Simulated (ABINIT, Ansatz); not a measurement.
## LiBe (Pm-3m): zone-centre phonons

Which modes does LiBe (Pm-3m) have at the zone centre?

Program: ABINIT 10.8.3. Level of theory: DFT LDA, scalar-relativistic, plane waves, PseudoDojo norm-conserving pseudopotentials. Results are calculated unless marked as measured.

## 1. The starting structure

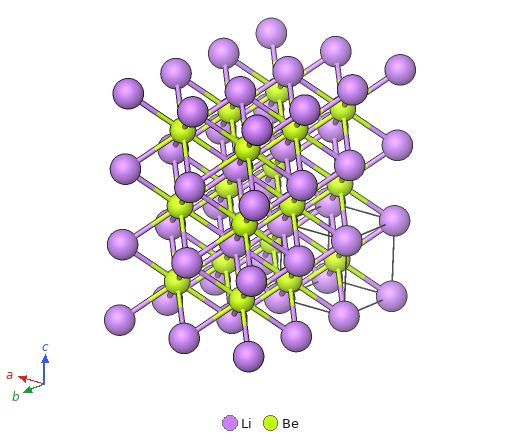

The cell as given, from a free direction (lithium purple, beryllium green). 2×3×3 cells are drawn. Some periodic images of atoms are drawn too.

## 2. A first look

A first run with smearing and empty bands tells whether the crystal has a gap, which decides between fixed occupations and smearing later on.

Contents of probe.abi:

```
# ground state
tolvrs 1.0d-08
prtden 1
prtwf 1

# basis, mesh and filling
ecut 38.0
ngkpt 6 6 6
nshiftk 1
shiftk 0.0 0.0 0.0
istwfk *1
occopt 7
tsmear 0.005
nband 9
nstep 100
diemac 9.0
prtebands 0
prtgsr 0

# cell and atoms
acell 3*1.0 Angstrom
rprim 
    2.811153 0.0 0.0
    0.0 2.811153 0.0
    0.0 0.0 2.811153
ntypat 2
znucl 3 4
natom 2
typat 1 2
xred 
    0.0 0.0 0.0
    0.5 0.5 0.5
pp_dirpath "./pseudo"
pseudos "Li.upf, Be.upf"
```

Command:

```bash
$ OMP_NUM_THREADS=1 mpirun -n 4 abinit probe.abi > probe.log
```

Numbers of over 12 decimals in the logs are rounded to 6 here.

probe.abo, the main output file:

```text
[banners, grids, parts of the stress and lines that vanish by symmetry left out]
- input  file    -> probe.abi
- output file    -> probe.abo
- root for input  files -> probei
[...]
Symmetries : space group Pm -3 m (#221); Bravais cP (primitive cubic)
[...]
mpw =        1743          nfft =       27000          nkpt =          20
[...]
== DATASET  1 ==================================================================
[...]
cutoff_energies: {ecut:  38.0, pawecutdg:  -1.0, }
[...]
ETOT  1  -20.906081022186    -2.091E+01 5.839E-02 3.141E-01
 ETOT  2  -20.916537126890    -1.046E-02 1.183E-03 9.386E-04
 ETOT  3  -20.916537236026    -1.091E-07 4.504E-04 2.169E-05
 ETOT  4  -20.916537238617    -2.592E-09 3.442E-04 2.184E-07
 ETOT  5  -20.916537238629    -1.199E-11 7.142E-05 2.044E-09
 At SCF step    5       vres2   =  2.04E-09 < tolvrs=  1.00E-08 =>converged.
[...]
sigma(1 1)=  1.01294263E-04  sigma(3 2)=  0.00000000E+00
  sigma(2 2)=  1.01294263E-04  sigma(3 1)=  0.00000000E+00
  sigma(3 3)=  1.01294263E-04  sigma(2 1)=  0.00000000E+00
[...]
convergence: {deltae: -1.199E-11, res2:  2.044E-09, residm:  7.142E-05, diffor: null, }
etotal    :  -2.09165372E+01
[...]
sigma(1 1)=  1.01294263E-04  sigma(3 2)=  0.00000000E+00
  sigma(2 2)=  1.01294263E-04  sigma(3 1)=  0.00000000E+00
  sigma(3 3)=  1.01294263E-04  sigma(2 1)=  0.00000000E+00
[...]
- sigma(1 1)=  2.98018012E+00  sigma(3 2)=  0.00000000E+00
- sigma(2 2)=  2.98018012E+00  sigma(3 1)=  0.00000000E+00
- sigma(3 3)=  2.98018012E+00  sigma(2 1)=  0.00000000E+00
[...]
fcart     -0.0000000000E+00 -0.0000000000E+00 -0.0000000000E+00
           strten      1.0129426328E-04  1.0129426328E-04  1.0129426328E-04
================================================================================

[key lines of the parts left out:]
pressure_GPa:  -2.9802E+00
```

Run time: 6.1 s. Hardware: 4 MPI ranks of Intel Xeon Platinum 8259CL at 2.50GHz (Skylake/Cascade Lake), shared host.

Read from the output:

| Item | Value |
| --- | --- |
| volume per atom | 11.11 Å³ |
| pressure | -2.980 GPa |
| gap on the k-mesh | 0 eV |

No gap opens on this mesh, so smearing is kept; the printed pressure holds the stress of the finite basis too.

## 3. Relaxation

The harmonic expansion needs vanishing forces, and a free crystal bears no stress, so cell and atoms are brought to rest. Stress is more sensitive to the basis than forces are: the last 3 Ha under the cutoff are smoothed with ecutsm, and the cutoff is raised above that of the later runs.

Contents of relax.abi:

```
# relaxation
ionmov 2
optcell 2
dilatmx 1.08
ntime 40
tolmxf 1.0d-05
tolvrs 1.0d-14
prtwf 0
prtden 0
chksymtnons 0

# basis, mesh and filling
ecut 47.0
ecutsm 3.0
ngkpt 12 12 12
nshiftk 1
shiftk 0.0 0.0 0.0
istwfk *1
occopt 7
tsmear 0.01
nband 9
nstep 100
diemac 1000000.0
prtebands 0
prtgsr 0

# cell and atoms
acell 3*1.0 Angstrom
rprim 
    2.811153 0.0 0.0
    0.0 2.811153 0.0
    0.0 0.0 2.811153
ntypat 2
znucl 3 4
natom 2
typat 1 2
xred 
    0.0 0.0 0.0
    0.5 0.5 0.5
pp_dirpath "./pseudo"
pseudos "Li.upf, Be.upf"
```

Command:

```bash
$ OMP_NUM_THREADS=1 mpirun -n 4 abinit relax.abi > relax.log
```

relax.abo, the main output file:

```text
[banners, grids, parts of the stress and lines that vanish by symmetry left out]
- input  file    -> relax.abi
- output file    -> relax.abo
- root for input  files -> relaxi
[...]
Symmetries : space group Pm -3 m (#221); Bravais cP (primitive cubic)
[...]
mpw =        2945          nfft =       46656          nkpt =          84
[...]
== DATASET  1 ==================================================================
[...]
cutoff_energies: {ecut:  47.0, pawecutdg:  -1.0, }
[...]
ETOT  1  -20.911538557768    -2.091E+01 8.435E-02 5.020E-01
 ETOT  2  -20.919719194458    -8.181E-03 2.751E-03 6.402E-03
 ETOT  3  -20.919719350622    -1.562E-07 5.409E-04 6.324E-05
 ETOT  4  -20.919719352573    -1.951E-09 1.659E-04 1.967E-06
 ETOT  5  -20.919719352653    -7.968E-11 1.722E-04 1.392E-08
[...]
At SCF step    8       vres2   =  2.77E-15 < tolvrs=  1.00E-14 =>converged.
[...]
sigma(1 1)=  9.04821291E-05  sigma(3 2)=  0.00000000E+00
  sigma(2 2)=  9.04821291E-05  sigma(3 1)=  0.00000000E+00
  sigma(3 3)=  9.04821291E-05  sigma(2 1)=  0.00000000E+00
[...]
convergence: {deltae:  4.832E-13, res2:  2.771E-15, residm:  7.951E-05, diffor: null, }
etotal    :  -2.09197194E+01
[...]
ETOT  1  -20.919798030319    -2.092E+01 5.671E-04 3.096E-01
[...]
At SCF step    8       vres2   =  1.80E-15 < tolvrs=  1.00E-14 =>converged.
[...]
sigma(1 1)=  7.80774476E-05  sigma(3 2)=  0.00000000E+00
  sigma(2 2)=  7.80774476E-05  sigma(3 1)=  0.00000000E+00
  sigma(3 3)=  7.80774476E-05  sigma(2 1)=  0.00000000E+00
[...]
convergence: {deltae: -3.162E-13, res2:  1.798E-15, residm:  4.116E-05, diffor: null, }
etotal    :  -2.09198220E+01
[...]
ETOT  1  -20.919273534412    -2.092E+01 1.013E-01 1.082E+01
[...]
At SCF step    9       vres2   =  6.14E-17 < tolvrs=  1.00E-14 =>converged.
[...]
sigma(1 1)= -4.64631559E-06  sigma(3 2)=  0.00000000E+00
  sigma(2 2)= -4.64631559E-06  sigma(3 1)=  0.00000000E+00
  sigma(3 3)= -4.64631559E-06  sigma(2 1)=  0.00000000E+00
[...]
convergence: {deltae: -6.359E-13, res2:  6.142E-17, residm:  1.614E-06, diffor: null, }
etotal    :  -2.09200936E+01
[...]
ETOT  1  -20.920091997748    -2.092E+01 2.639E-06 3.281E-02
[...]
At SCF step    8       vres2   =  1.34E-16 < tolvrs=  1.00E-14 =>converged.
[...]
sigma(1 1)=  2.07332298E-07  sigma(3 2)=  0.00000000E+00
  sigma(2 2)=  2.07332298E-07  sigma(3 1)=  0.00000000E+00
  sigma(3 3)=  2.07332298E-07  sigma(2 1)=  0.00000000E+00
[...]
convergence: {deltae:  2.593E-13, res2:  1.336E-16, residm:  1.375E-06, diffor: null, }
etotal    :  -2.09200945E+01
[...]
ETOT  1  -20.920094450974    -2.092E+01 1.354E-06 6.000E-05
[...]
ETOT  6  -20.920094455469     5.578E-13 1.471E-06 1.286E-14
 ETOT  7  -20.920094455469     6.750E-14 1.026E-06 6.823E-17
 At SCF step    7       vres2   =  6.82E-17 < tolvrs=  1.00E-14 =>converged.
[...]
sigma(1 1)=  4.95940612E-10  sigma(3 2)=  0.00000000E+00
  sigma(2 2)=  4.95940614E-10  sigma(3 1)=  0.00000000E+00
  sigma(3 3)=  4.95940615E-10  sigma(2 1)=  0.00000000E+00
[...]
convergence: {deltae:  6.750E-14, res2:  6.823E-17, residm:  1.026E-06, diffor: null, }
etotal    :  -2.09200945E+01
[...]
At Broyd/MD step   5, gradients are converged :
[...]
sigma(1 1)=  4.95940612E-10  sigma(3 2)=  0.00000000E+00
  sigma(2 2)=  4.95940614E-10  sigma(3 1)=  0.00000000E+00
  sigma(3 3)=  4.95940615E-10  sigma(2 1)=  0.00000000E+00
[...]
- sigma(1 1)=  1.45910766E-05  sigma(3 2)=  0.00000000E+00
- sigma(2 2)=  1.45910766E-05  sigma(3 1)=  0.00000000E+00
- sigma(3 3)=  1.45910766E-05  sigma(2 1)=  0.00000000E+00
[...]
fcart     -0.0000000000E+00 -0.0000000000E+00 -0.0000000000E+00
           strten      4.9594061236E-10  4.9594061431E-10  4.9594061496E-10
================================================================================

[key lines of the parts left out:]
pressure_GPa:  -1.4591E-05
Total energy (etotal) [Ha]= -2.09200944554685E+01
```

Run time: 2.3 min. Hardware: 4 MPI ranks.

Relaxation path:

```tsv
step	energy less that of the first step (eV)	largest force (eV/Å)	volume (Å³)
1	0.0000	0.0000	22.22
2	-0.0028	0.0000	22.03
3	-0.0102	0.0000	20.98
4	-0.0102	0.0000	21.04
5	-0.0102	0.0000	21.04
```

```tsv
conventional cell, symmetrised	before	after	change
a (Å)	2.811	2.761	-1.8 %
b (Å)	2.811	2.761	-1.8 %
c (Å)	2.811	2.761	-1.8 %
volume (Å³/atom)	11.11	10.52	-5.3 %
```

The relaxed structure:

```
Li Be
1.0
     2.76053    0.00000    0.00000
     0.00000    2.76053    0.00000
     0.00000    0.00000    2.76053
Li Be
1 1
Direct
  0.00000 0.00000 0.00000
  0.50000 0.50000 0.50000
```

Read from the output:

```yaml
volume_per_atom: 10.52 Å³
pressure: -1.46e-5 GPa
```

The volume changes by -5.3 % in this run and stands -5.3 % from the first cell.

## 4. Ground state

The response is built on these wavefunctions, so the potential is converged far more tightly than an energy would need. Smearing stays on, as the first look found no gap above 0.3 eV.

Contents of gs.abi:

```
# ground state
tolvrs 1.0d-16
prtden 1
prtwf 1

# basis, mesh and filling
ecut 38.0
ngkpt 12 12 12
nshiftk 1
shiftk 0.0 0.0 0.0
istwfk *1
occopt 7
tsmear 0.01
nband 9
nstep 100
diemac 1000000.0
prtebands 0
prtgsr 0

# cell and atoms
acell 3*1.0 Angstrom
rprim 
    2.760526075 0.0 0.0
    0.0 2.760526075 0.0
    0.0 0.0 2.760526075
ntypat 2
znucl 3 4
natom 2
typat 1 2
xred 
    0.0 0.0 0.0
    0.5 0.5 0.5
pp_dirpath "./pseudo"
pseudos "Li.upf, Be.upf"
```

Command:

```bash
$ OMP_NUM_THREADS=1 mpirun -n 4 abinit gs.abi > gs.log
```

gs.abo, the main output file:

```text
[banners, grids, parts of the stress and lines that vanish by symmetry left out]
- input  file    -> gs.abi
- output file    -> gs.abo
- root for input  files -> gsi
[...]
Symmetries : space group Pm -3 m (#221); Bravais cP (primitive cubic)
[...]
mpw =        1622          nfft =       27000          nkpt =          84
[...]
== DATASET  1 ==================================================================
[...]
cutoff_energies: {ecut:  38.0, pawecutdg:  -1.0, }
[...]
ETOT  1  -20.910398769877    -2.091E+01 1.255E-01 3.075E-01
 ETOT  2  -20.919868716844    -9.470E-03 2.253E-03 6.095E-03
 ETOT  3  -20.919869168624    -4.518E-07 2.551E-04 7.677E-05
 ETOT  4  -20.919869176179    -7.555E-09 8.632E-05 2.528E-06
 ETOT  5  -20.919869176416    -2.366E-10 2.423E-05 8.513E-09
 ETOT  6  -20.919869176417    -1.130E-12 5.715E-05 6.650E-11
 ETOT  7  -20.919869176417     2.274E-13 1.330E-05 9.509E-13
 ETOT  8  -20.919869176416     3.375E-13 3.890E-05 7.063E-15
 ETOT  9  -20.919869176416     5.080E-13 8.170E-06 3.857E-17
 At SCF step    9       vres2   =  3.86E-17 < tolvrs=  1.00E-16 =>converged.
[...]
sigma(1 1)=  2.17056907E-05  sigma(3 2)=  0.00000000E+00
  sigma(2 2)=  2.17056907E-05  sigma(3 1)=  0.00000000E+00
  sigma(3 3)=  2.17056907E-05  sigma(2 1)=  0.00000000E+00
[...]
convergence: {deltae:  5.080E-13, res2:  3.857E-17, residm:  8.170E-06, diffor: null, }
etotal    :  -2.09198692E+01
[...]
sigma(1 1)=  2.17056907E-05  sigma(3 2)=  0.00000000E+00
  sigma(2 2)=  2.17056907E-05  sigma(3 1)=  0.00000000E+00
  sigma(3 3)=  2.17056907E-05  sigma(2 1)=  0.00000000E+00
[...]
- sigma(1 1)=  6.38603468E-01  sigma(3 2)=  0.00000000E+00
- sigma(2 2)=  6.38603468E-01  sigma(3 1)=  0.00000000E+00
- sigma(3 3)=  6.38603468E-01  sigma(2 1)=  0.00000000E+00
[...]
fcart     -0.0000000000E+00 -0.0000000000E+00 -0.0000000000E+00
           strten      2.1705690705E-05  2.1705690705E-05  2.1705690705E-05
================================================================================

[key lines of the parts left out:]
pressure_GPa:  -6.3860E-01
```

Elapsed: 18 s, on 4 MPI ranks.

This step gave:

```
pressure : -0.6386 GPa
```

The cell stands at -0.64 GPa: the relaxation ran with a smoothed and higher cutoff, and the difference is a stress of the finite basis.

(Part 1 of 3 ends here.)

[Host names and launcher messages were left out of these logs when they were recorded.]

[Logs are printed without paths, hosts, clocks, repeated set-up lines and the standing remarks that a program may print on its own settings, such as how far it seeks lower states.]

[Hosts, paths, dates, database ids (printed as entryN), source tags and the programs' standing remarks are cut or masked in the printed files.]
